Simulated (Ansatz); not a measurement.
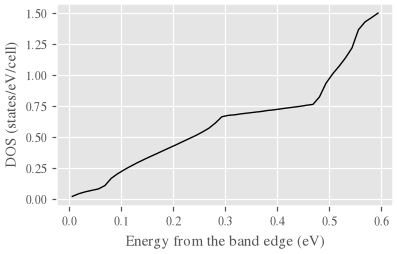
*Density of states of GaSe (R3m) above the conduction band minimum, PBEsol+D3BJ, rigid bands (Ansatz, a program for electronic structure); cell volume 91.7 Å³.*

What effective density of states at 300 K does this give (∫ g(E) exp(−E/k_BT) dE, both spins, divided by the cell's size)?

1.6e19 cm⁻³, a density-of-states mass of 0.73 mₑ, valleys and band degeneracy included.

Spin-orbit coupling is left out. Geometry: cell and atoms relaxed with PBEsol+D3(BJ).

Computed structure, not matched to a measured one here, so possibly hypothetical: GaSe (R3m).
